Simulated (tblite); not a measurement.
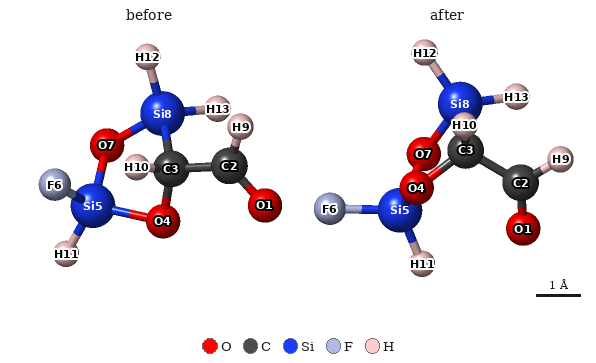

The structure of C2H5FO3Si2 before (left) and after (right) a relaxation, at one scale.

The picture is a ball-and-stick view, seen at a tilt.

The calculation used GFN2-xTB geometry optimisation, gas phase in tblite 0.8.0. 

**What changed between the two?**

The energy falls by 1.730 eV in 88 geometry steps. The largest move after the best rigid fit is that of O4, 1.69 Å. Largest moves by element: O 1.69 Å, F 1.44 Å, H 1.39 Å, C 0.62 Å, Si 0.30 Å. Among the contacts that change: O4–Si5 1.731 → 1.617 Å, C3–Si8 1.867 → 1.978 Å, O7–Si8 1.722 → 1.612 Å, Si5–F6 1.690 → 1.597 Å. Bond angles that change, for instance: C3–O4–Si5 96.7° → 114.8°, Si5–O7–Si8 99.7° → 116.7°, C2–C3–Si8 113.1° → 101.4°. Groups turn about C3–O4 by about 100°, O4–Si5 by about 95°, C3–Si8 by about 70°.
